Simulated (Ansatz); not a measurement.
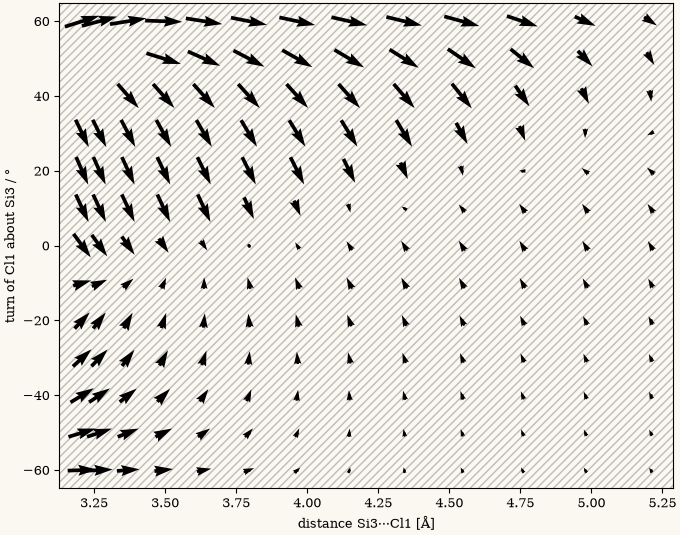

The pair Cl···CH₆Si, charge −1. The turn is about an axis along (0.92, 0.30, −0.25) in the frame of the relaxed pair, normal to the line between the partners. The first coordinate is: distance Si3···Cl1; the second: turn of Cl1 about Si3. The grid has 13 × 13 points. At 5 points there is no value (left out of the scan, as a rule where atoms come close). Points are written as (first, second). All numbers below come from RHF/def2-SVPD (Ansatz 0.2.0).

The picture shows dots at the grid points, arrows along the force (downhill), their lengths compressed, hatched blanks where no value was computed.

### The arrows alone are given. Where is the energy lowest?

The arrows converge at about (3.832 Å, 0°) (read from the interpolated surface).

The energy map of the same scan:

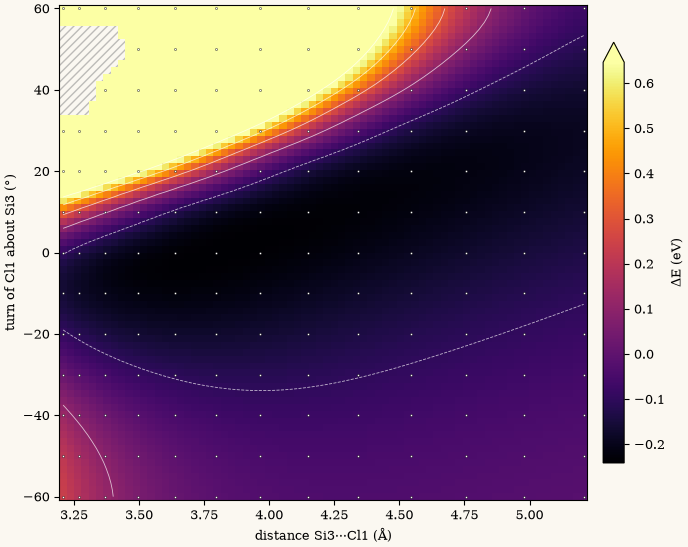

Energies are in eV, from the ion and the molecule far apart, frozen as in the relaxed pair, each in its own basis (no counterpoise correction); between grid points the surface is interpolated.
